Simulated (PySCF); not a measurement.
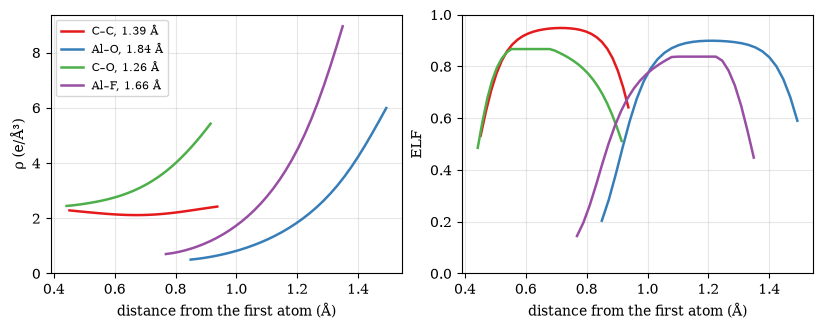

Figure 1: C4H6AlFO2. Electron density and electron localisation function along straight lines between neighbouring atoms. The curves leave out the atomic cores.

Geometry: GFN2-xTB.

These are results of PBE0/pcSseg-1, SCF density, gas phase, non-relativistic (PySCF), not measurements.

```yaml
atoms:
  - { symbol: C, position_ang: [2.5130, 0.1058, 0.4164] }
  - { symbol: Al, position_ang: [0.9339, -0.0858, -0.7514] }
  - { symbol: F, position_ang: [0.9102, -0.2996, -2.3981] }
  - { symbol: O, position_ang: [-0.2480, -1.3413, -0.1150] }
  - { symbol: C, position_ang: [-1.4629, -1.2169, 0.2022] }
  - { symbol: C, position_ang: [-2.1504, -0.0114, 0.2491] }
  - { symbol: C, position_ang: [-1.5013, 1.1668, -0.0938] }
  - { symbol: O, position_ang: [-0.2909, 1.2479, -0.4421] }
  - { symbol: H, position_ang: [2.3297, -0.2071, 1.4454] }
  - { symbol: H, position_ang: [3.3602, -0.4772, 0.0544] }
  - { symbol: H, position_ang: [2.8568, 1.1405, 0.4653] }
  - { symbol: H, position_ang: [-1.9995, -2.1383, 0.4642] }
  - { symbol: H, position_ang: [-3.1854, 0.0085, 0.5397] }
  - { symbol: H, position_ang: [-2.0662, 2.1076, -0.0585] }
```

### Compare the contacts.

C–C (1.39 Å): ρ at the midpoint is about 2.1 e/Å³; the ELF peaks at about 0.95 between the atoms (localised, covalent bonding).
Al–O (1.84 Å): ρ is about 0.61 e/Å³ halfway; the ELF peaks at about 0.90 in the valence shell of O, 0.6 Å from its nucleus, and is about 0.50 at the midpoint.
C–O (1.26 Å): ρ at the midpoint is about 2.9 e/Å³; the ELF peaks at about 0.85 between the atoms; a polar covalent bond.
Al–F (1.66 Å): the density is about 0.84 e/Å³ at the midpoint; the ELF peaks at about 0.85 in the valence shell of F, 0.6 Å from its nucleus, and is about 0.35 at the midpoint.
